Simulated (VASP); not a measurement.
Band structure of RuAl (CsCl type). Computed with PBE GGA, VASP's PBE PAW potentials (set 64) (plane waves; VASP).

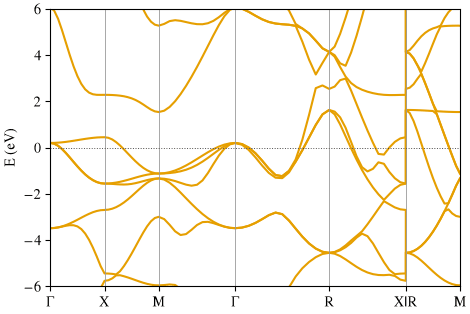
Fig. 1. Bands along high-symmetry lines, zero at the valence-band maximum or, without a gap, the Fermi level

Question: Read the plot: is there a gap, and where are the band edges?

Answer: It has no gap at this level: it comes out as a metal or semimetal. (Edges off the drawn lines would not show.)

The compound is RuAl in the CsCl type structure. It was relaxed first. The electron count is odd and the run is not spin-polarised, which forces a metal.
